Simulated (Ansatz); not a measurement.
# BrFGeH4: what the fields show

Input

```
crystal:
  periodic: [false, false, false]
  atoms:
    - {symbol: Ge, position_ang: [-0.542884, 0.055513, -0.482181]}
    - {symbol: Br, position_ang: [0.706026, 1.116490, 1.743441]}
    - {symbol: H, position_ang: [-0.610251, -1.074972, -1.525116]}
    - {symbol: H, position_ang: [-1.770573, -0.011639, 0.419955]}
    - {symbol: H, position_ang: [-0.174831, 1.368857, -1.162425]}
    - {symbol: H, position_ang: [1.292566, -0.404365, 0.894598]}
    - {symbol: F, position_ang: [1.099947, -1.049885, 0.111729]}
basis:
  gaussian: {orbitals: def2-TZVPP}
hamiltonian: {xc: pbe0, dispersion: d4}
output: {orbitals: {seedname: orbitals}}
```

Command:

```sh
ansatz run in.yaml --threads 4 --pin off --events-out ev --progress --plain --max-ram 9574MiB
```

A transition-state structure; geometry: PBE0-D4/def2-TZVP.

The calculation used Ansatz, RKS PBE0-D4/def2-TZVPP.

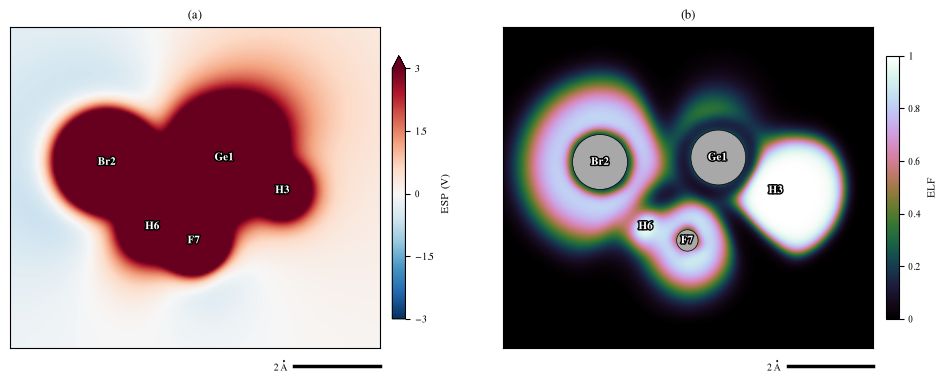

Figure 1. (a) electrostatic potential; (b) ELF on the plane of atoms Ge1, F7 and H6. Grey discs cover the atomic cores in the ELF map.

Question: Read the bonding off the picture.

Answer: Atoms in the plane: Ge, Br, H and F.
Ge–F (2.07 Å): the ELF peaks at about 0.85 in the valence shell of F, 0.5 Å from its nucleus, and is about 0.20 at the midpoint.
Ge–Br (2.76 Å): the ELF peaks at about 0.80 in the valence shell of Br, 1.0 Å from its nucleus, and is about 0.55 at the midpoint.
F–H (1.03 Å): the ELF climbs to about 0.95 towards the hydrogen, as it does in any bond to H.
Ge–H (1.54 Å): the ELF climbs to about 1 towards the hydrogen.
The ELF also peaks beside F7 and Br2, away from the bonds: lone-pair regions.
Outside the dense part of the molecule the potential is most negative (−0.6 V) near Br2.

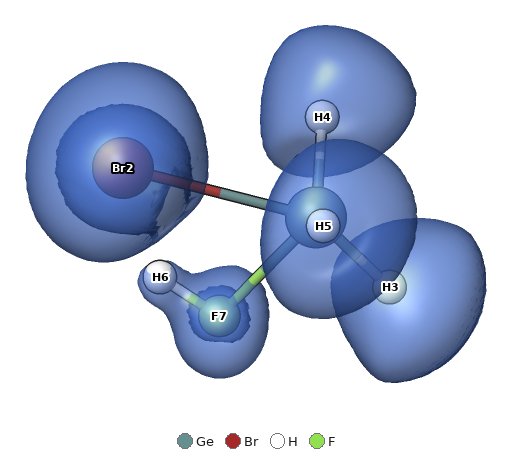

Figure 2. Isosurface of the ELF at 0.75 (blue), seen at a tilt. Only the valence region is drawn (cores and ρ < 0.01 e/Å³ removed).

Question: What do the ELF domains correspond to?

Answer: The surface consists of three regions around hydrogen nuclei, one region wrapped around Br (its valence shell) and one joined region spread over several atoms (F, H), in which their bonds and any lone pairs are merged.

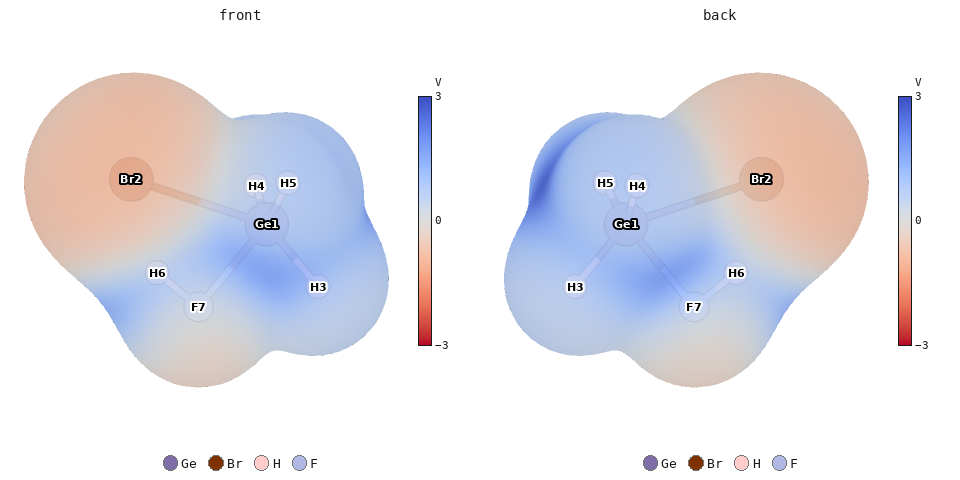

Figure 3. The molecular electrostatic potential painted on the density surface at 0.002 e/bohr³, seen from the front and from behind; red is negative and blue positive.

Question: Where is the surface potential most negative and most positive?

Answer: The most negative region (about −0.9 V, or −21 kcal/mol for a unit charge) lies over Br2, the most positive (about +2.6 V, or +60 kcal/mol for a unit charge) over Ge1.

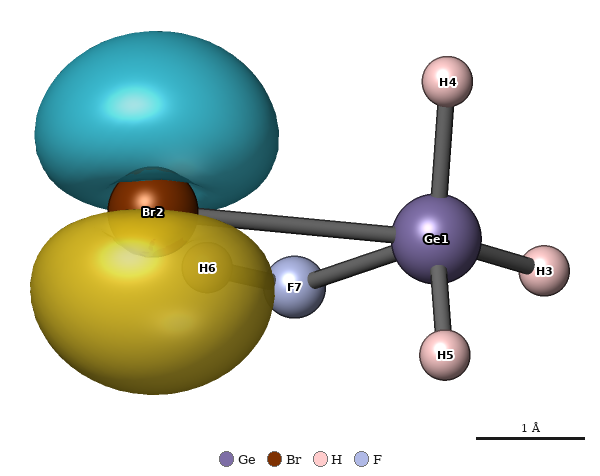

Figure 4. One frontier orbital at ±0.15 Å⁻³ᐟ² (yellow and cyan are the two phases), seen from one side.

Question: Which orbital is it: HOMO or LUMO?

Answer: The HOMO, at −7.85 eV. By Hirshfeld shares it lies mainly on Br2 (about 90 %); largely a lone pair of Br2.
